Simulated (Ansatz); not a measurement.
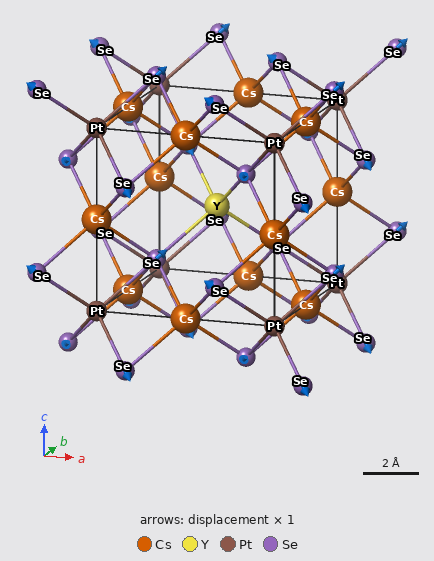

A relaxation of crystalline Cs₃YPtSe₄ (a generated structure, set up in P-43m) (coarse preliminary run). The starting structure is drawn; blue arrows show the displacements (the part carried along by the change of the cell is left out), at their true length.

The picture is a ball-and-stick view of the cell of the calculation, seen slightly off an axis.

The calculation used DFT PBE, scalar-relativistic, plane waves, PAW (Ansatz).

Input file:
```yaml
crystal:
  lattice:
    - [6.90829954, 0.0, 0.0]
    - [0.0, 6.90829954, 0.0]
    - [0.0, 0.0, 6.90829954]
  atoms:
    - { symbol: Cs, position: [0.0, 0.5, 0.0] }
    - { symbol: Cs, position: [0.0, 0.0, 0.5] }
    - { symbol: Cs, position: [0.5, 0.0, 0.0] }
    - { symbol: "Y", position: [0.5, 0.5, 0.5] }
    - { symbol: Pt, position: [0.0, 0.0, 0.0], spin: 1.0 }
    - { symbol: Se, position: [0.24809466, 0.24809466, 0.24809466] }
    - { symbol: Se, position: [0.75190534, 0.75190534, 0.24809466] }
    - { symbol: Se, position: [0.24809466, 0.75190534, 0.75190534] }
    - { symbol: Se, position: [0.75190534, 0.24809466, 0.75190534] }
basis:
  ecutwfc: 420
kpoints:
  mp_grid: { grid: [4, 4, 4] }
hamiltonian:
  xc: pbe
scf:
  occupations: { method: gaussian, width: 0.1 }
  lower_state_search: "off"
output:
  forces: true
  stress: true
  eigenvalues: true
  populations: true
magnetization:
  spin_polarized: true
relax:
  adjacent_minimum: "off"
  f_tol: 0.04
  max_steps: 70
  cell: { stress_tol: 0.4 }
```

Launched with:
```bash
ansatz run input.yaml --threads 1 --pin off --max-ram 2560MiB --backend cpu --events-out ev --progress --plain --runs-dir out
```

Question: Which element moves most?

Answer: Selenium: up to 0.54 Å, against 0.00 Å for yttrium.

Question: What did the optimiser do to the structure, and how much energy did it gain?

Answer: The largest moves relative to the cell, 0.54 Å, are those of Se6, Se7, Se8 and Se9. Se6 goes along [1 1 1]. Y and Cs and Pt stay in place. The drawn cell changes as follows: a = b = c 6.908 → 7.497 Å (+8.5 %); the volume changes by +27.8 %. Among the contacts that change: Pt5–Se6 2.969 → 3.764 Å, Cs1–Se6 2.984 → 3.454 Å, Cs1–Pt5 3.454 → 3.748 Å, Y4–Se6 3.014 → 2.728 Å. Bond angles that change, for instance: Se6–Cs2–Se7 108.6° → 125.7°, Cs1–Se6–Cs2 109.9° → 100.3°, Cs1–Se6–Y4 109.1° → 117.6°. The space group stays P-43m (No. 215). Over 5 accepted moves (6 points after the start) the energy falls by 325 meV per atom. The largest force component goes from 1.1 to 0.0073 eV/Å. The pressure goes from 5.28 to 0.03 GPa. The SCF was repeated once at an unchanged geometry on a basis and grid sized afresh for the cell, which shifted the energy by 0.6 meV per atom at most.
